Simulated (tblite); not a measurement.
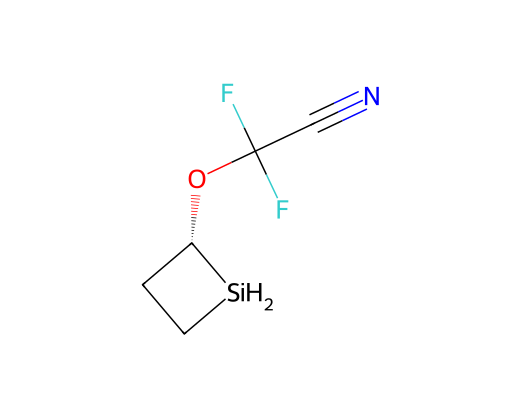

(Drawn from a calculation with tblite.)

2D structure.

Question: Transcribe the drawing into SMILES.

Answer: N#CC(F)(F)O[C@H]1CC[SiH2]1

Question: Give the formula, hydrogens included.

Answer: C5H7F2NOSi.

Question: An optimisation with GFN2-xTB gave a structure of which point group?

Answer: C1.
